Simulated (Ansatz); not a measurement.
# AlH3···HF: what the fields show

The calculation's input:

```
crystal:
  periodic: [false, false, false]
  atoms:
    - { symbol: Al, position_ang: [0.0, 0.0, 0.0] }
    - { symbol: H, position_ang: [0.0, 0.0, 1.91] }
    - { symbol: H, position_ang: [1.351, 0.0, -0.78] }
    - { symbol: H, position_ang: [-1.351, 0.0, -0.78] }
    - { symbol: F, position_ang: [0.0832, -1.8866, 0.6275] }
    - { symbol: H, position_ang: [0.0446, -1.0119, 1.7645] }
basis:
  gaussian: { orbitals: def2-SVP }
hamiltonian:
  xc: pbe0
relax:
  f_tol: 0.15
  max_steps: 25
  restrain:
    - { distance: [0, 4], at: 2.89, k: 30.0 }
    - { distance: [5, 1], at: 1.86, k: 30.0 }
    - { distance: [0, 1], at: 1.56, k: 30.0 }
    - { distance: [5, 4], at: 0.92, k: 30.0 }
output:
  orbitals: {}
```

Run with:

```sh
ansatz run input.yaml --threads 1 --pin off --max-ram 2048MiB --backend cpu --events-out ev --progress --plain --runs-dir out
```

The fields are those of the run's last geometry, not of the input's.

Theory: RKS PBE0/def2-SVP in Ansatz.

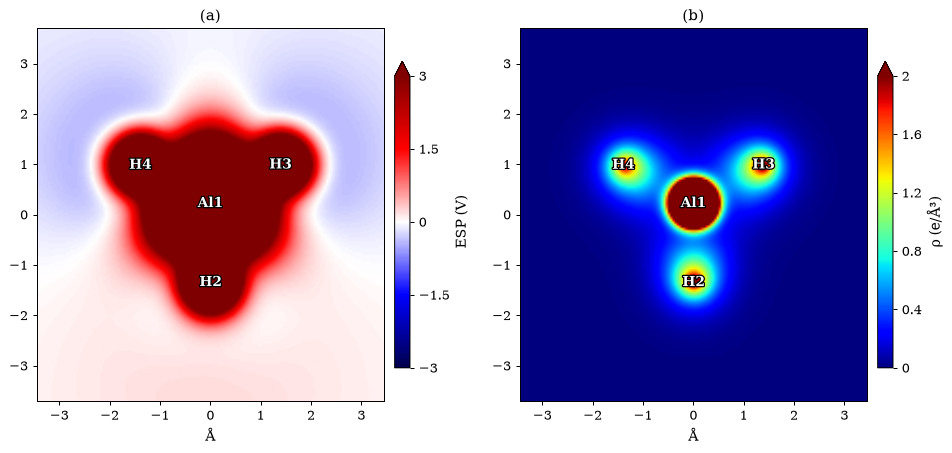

Figure 1. (a) electrostatic potential; (b) electron density on the plane of atoms H2, Al1 and H3.

**What do the fields say about this system?**

The plane passes through Al and H nuclei.
Al–H (1.57 Å): the density is about 0.53 e/Å³ at the midpoint.
Outside the dense part of the complex the potential is most negative (−0.4 V) near H3 and H4.

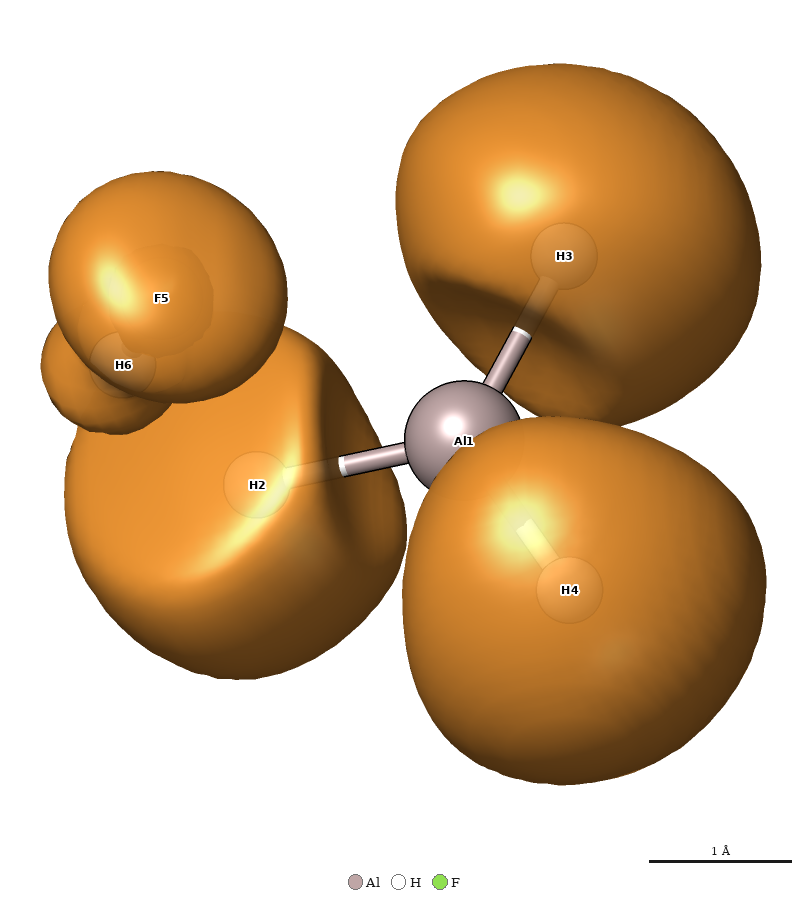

Figure 2. Isosurface of the electron localisation function at 0.75 (orange), seen at an oblique angle. Only the valence region is drawn (cores and ρ < 0.01 e/Å³ removed).

**Where are the electrons localised?**

At this value the surface marks out three regions around hydrogen nuclei and one joined region spread over several atoms (F, H), in which their bonds and any lone pairs are merged. Along the contacts the grid gives the following. Al1···H6 (2.63 Å): the ELF dips to about 0.05 between them. F–H (0.93 Å): the ELF climbs to about 1 towards the hydrogen, as it does in any bond to H; an ordinary covalent bond to hydrogen.

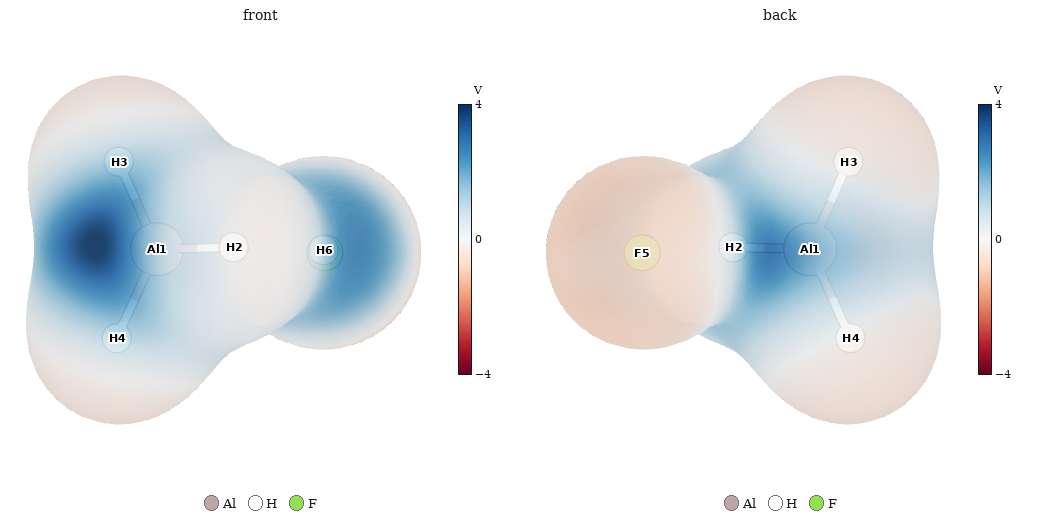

Figure 3. The electrostatic potential painted on the density surface at 0.002 e/bohr³, seen from the front and from behind; red is negative and blue positive.

**Which sites attract a positive test charge, and which a negative one?**

A positive charge is drawn to the negative regions and a negative charge to the positive ones. The most negative region (about −0.9 V, or −21 kcal/mol for a unit charge) lies over F5, the most positive (about +3.8 V, or +88 kcal/mol for a unit charge) over Al1.

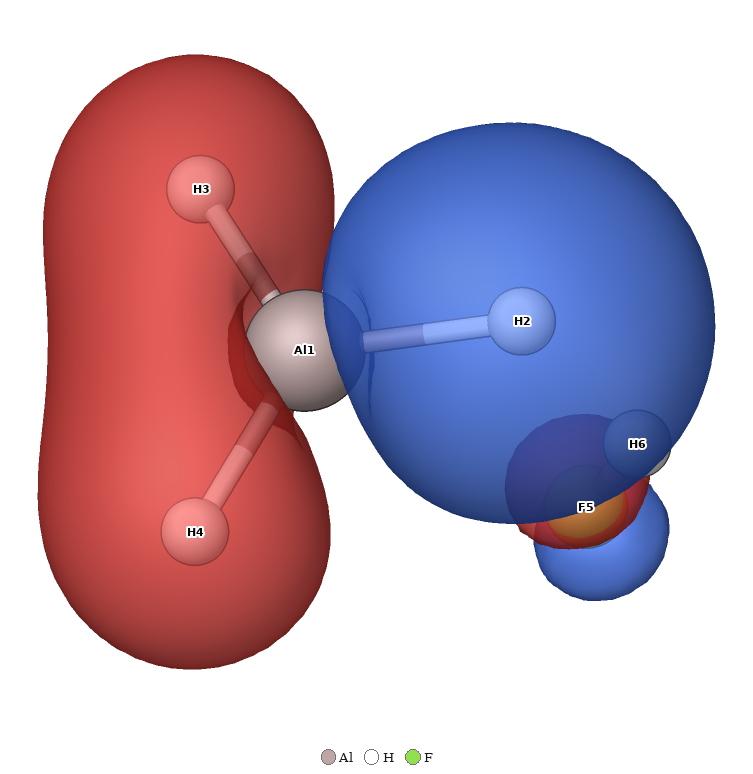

Figure 4. The HOMO−1 at ±0.08 Å⁻³ᐟ² (red and blue are the two phases), seen at a tilt.

**Describe this orbital and give its energy.**

By Hirshfeld shares it lies mainly on H2 (about 35 %), Al1 (about 35 %), H3 (about 10 %) and H4 (about 10 %). Its energy is −8.88 eV.
